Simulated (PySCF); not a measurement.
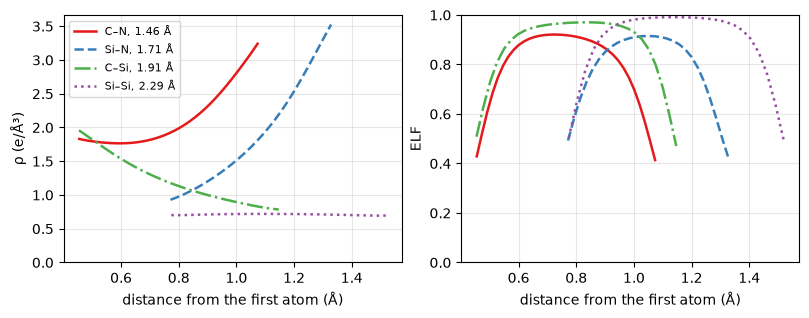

CH11N3Si3. Electron density and ELF along straight lines between neighbouring atoms. The curves leave out the atomic cores.

Geometry: GFN2-xTB.

Computed with PySCF 2.14.0, PBE0/pcSseg-1, SCF density, gas phase, non-relativistic.

```xyz
18

N     2.7094   -0.2422    0.7930
Si    1.4724   -0.2038   -0.4168
N     0.3605   -1.4649    0.0676
Si   -1.3600   -1.4597   -0.0403
C    -1.9626    0.2947    0.4209
N    -1.3755    1.3575   -0.3818
Si    0.2900    1.7608   -0.3448
H     3.1291   -1.1267    1.0329
H     3.4178    0.4721    0.7780
H     1.9994   -0.6242   -1.7441
H     0.7720   -2.3720    0.2214
H    -1.8381   -1.7858   -1.3950
H    -1.8699   -2.4368    0.9279
H    -1.7265    0.4883    1.4726
H    -3.0496    0.3462    0.3377
H    -2.0066    1.7654   -1.0472
H     0.4570    2.6283   -1.5208
H     0.5815    2.6027    0.8388
```

### What can be read from the curves?

C–N (1.46 Å): ρ is about 1.9 e/Å³ halfway; the ELF peaks at about 0.90 between the atoms: a covalent bond.
Si–N (1.71 Å): the density is about 1.1 e/Å³ at the midpoint; the ELF peaks at about 0.90 between the atoms, as expected for a shared but strongly polarised pair.
C–Si (1.91 Å): the density is about 0.94 e/Å³ at the midpoint; the ELF peaks at about 1 between the atoms (a shared electron pair).
Si–Si (2.29 Å): the density is about 0.72 e/Å³ at the midpoint; the ELF peaks at about 1 between the atoms (a shared electron pair).
